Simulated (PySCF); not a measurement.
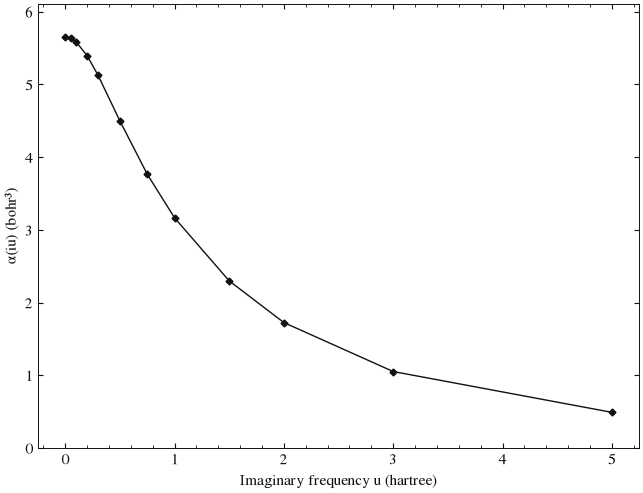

Dipole polarisability at imaginary frequency of Cd²⁺ ([Kr] 4d¹⁰). Coupled response at the PBE level; PySCF, def2-QZVPPD with a 28-electron core potential, unrestricted single determinants, no spin-orbit coupling.

Question: Give the static polarisability, its fall-off and C₆.

Answer: The static dipole polarisability is 5.65 bohr³; α(iu) falls to half of it near u = 1.2 hartree. The Casimir–Polder integral gives C₆ = 28.6 hartree bohr⁶ for two such species.
